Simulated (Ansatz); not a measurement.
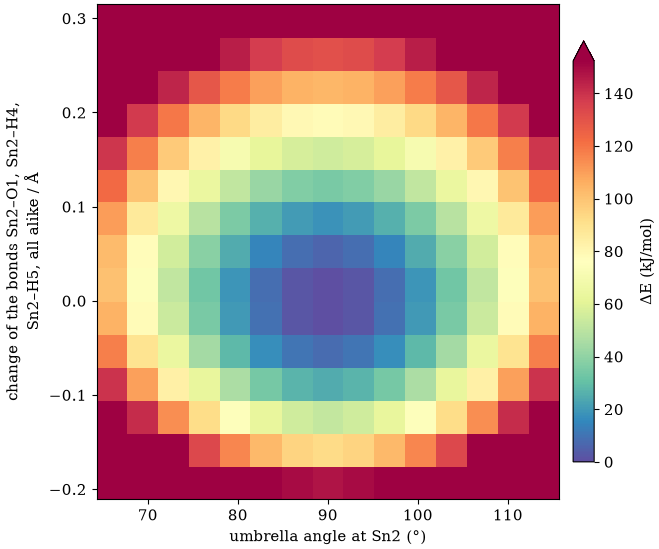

Energy landscape of H3OSn, SMILES [OH][SnH2+], charge +1. Coordinates scanned: (1) umbrella angle at Sn2 (between each of its bonds and their common axis; 90 is planar); (2) change of the bonds Sn2–O1, Sn2–H4, Sn2–H5, all alike. Nothing is relaxed (all other coordinates rigid). Grid: 15 × 15 points; 120 points were computed and 105 follow by symmetry. Points are written as (first, second). Energies are in kJ/mol, from the lowest grid point. Method: RKS PBE0-D4/def2-TZVP in Ansatz.

Drawn: one coloured cell a grid point, one colour for all values above the top of the scale. 

**Summarise what can be read from the map.**

The lowest grid point is at (90.0°, 0.018 Å). No other kind of well shows on this grid. The highest grid point, (66.0°, −0.193 Å), lies 278 kJ/mol above the lowest. Round the minimum the two coordinates are nearly uncoupled.

Grid values (kJ/mol):

```tsv
second ↓, first →	66.0	69.4	72.9	76.3	79.7	83.1	86.6	90.0	93.4	96.9	100.3	103.7	107.1	110.6	114.0
0.298	230	212	196	183	173	166	161	160	161	166	173	183	196	212	230
0.263	204	185	169	155	145	137	132	131	132	137	145	155	169	185	204
0.228	180	160	143	129	118	110	105	104	105	110	118	129	143	160	180
0.193	158	138	119	105	93	85	80	78	80	85	93	105	119	138	158
0.158	139	117	98	83	71	62	57	55	57	62	71	83	98	117	139
0.123	123	100	80	64	51	42	37	35	37	42	51	64	80	100	123
0.088	110	87	66	49	36	26	20	18	20	26	36	49	66	87	110
0.053	103	78	56	38	25	15	8	6	8	15	25	38	56	78	103
0.018	101	74	52	33	19	8	2	0	2	8	19	33	52	74	101
−0.018	105	78	54	35	20	9	2	0	2	9	20	35	54	78	105
−0.053	118	89	64	44	28	17	10	8	10	17	28	44	64	89	118
−0.088	140	110	84	63	46	34	27	25	27	34	46	63	84	110	140
−0.123	172	141	114	92	75	62	55	52	55	62	75	92	114	141	172
−0.158	217	185	157	134	116	103	95	92	95	103	116	134	157	185	217
−0.193	278	244	214	190	172	158	150	147	150	158	172	190	214	244	278
```

The input of one point:

```yaml
crystal:
  periodic: [false, false, false]
  atoms:
    - { symbol: O, position_ang: [0.109273, -1.105919, 0.733349] }
    - { symbol: Sn, position_ang: [-0.258489, 0.475193, -0.272021] }
    - { symbol: H, position_ang: [1.013547, -1.442385, 0.779248] }
    - { symbol: H, position_ang: [-1.913637, 0.826088, -0.175416] }
    - { symbol: H, position_ang: [1.052534, 1.228988, -1.053343] }
total_charge: 1
basis:
  gaussian: { orbitals: def2-TZVP }
hamiltonian:
  xc: pbe0
  dispersion: d4
output:
  forces: true
```

The whole map (120 points run) took 7.7 min on 1 thread of Arm Neoverse N1, on a shared host.
